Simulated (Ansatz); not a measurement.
Where the default PAW files enter, the runs use the earlier of Ansatz's two default sets.

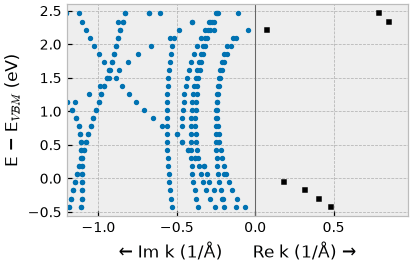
Fig. 1. Complex bands at the centre of the two-dimensional zone; r2SCAN in Ansatz (a program for electronic structure)

The gap is the functional's own. No spin-orbit coupling. Mid-gap values are those at the computed energy nearest the middle.

Question: This is TiO2 (P4_2/mnm, rutile, 6 atoms a cell, 10.4 Å³ an atom) along the normal of (110). Read off the slowest decay at the centre of the two-dimensional zone at 1.14 eV, the computed energy nearest the middle of the gap.

Answer: κ ≈ 0.24 1/Å, a decay length 1/(2κ) of the density of 2.1 Å.
